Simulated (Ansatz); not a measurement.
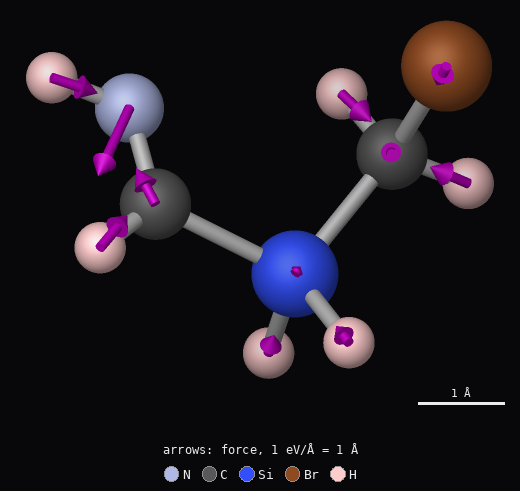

Starting geometry of C2H6BrNSi with the computed forces as purple arrows. The picture is a ball-and-stick view, seen at a tilt.

The start comes from PBE-D4/def2-SVP.

Level of theory: RKS PBE0-D4/def2-TZVP in Ansatz. Set-up: force threshold 0.005 eV/Å; at most 150 steps.

**What follows when this structure is relaxed?**

It isn't relaxed: the largest force vector, on the N atom, is 1.17 eV/Å. The final displacements follow the starting forces only in part (cosine between the two patterns 0.46). The largest move after the best rigid fit is that of an H atom, 0.059 Å. By element the largest moves are H 0.059 Å, N 0.039 Å, Br 0.032 Å, Si 0.026 Å, C 0.012 Å. Some distances before and after: C–Si 1.894 → 1.873 Å, C–H 1.121 → 1.100 Å, Br–C 1.966 → 1.946 Å, H–Si 1.510 → 1.491 Å. Over 9 geometry steps the energy falls by 1.23 kcal/mol. Largest force component: 1.1 eV/Å at the start, 0.0029 eV/Å at the end. The run took 55 s on 4 threads of Arm Neoverse V1 (shared host).
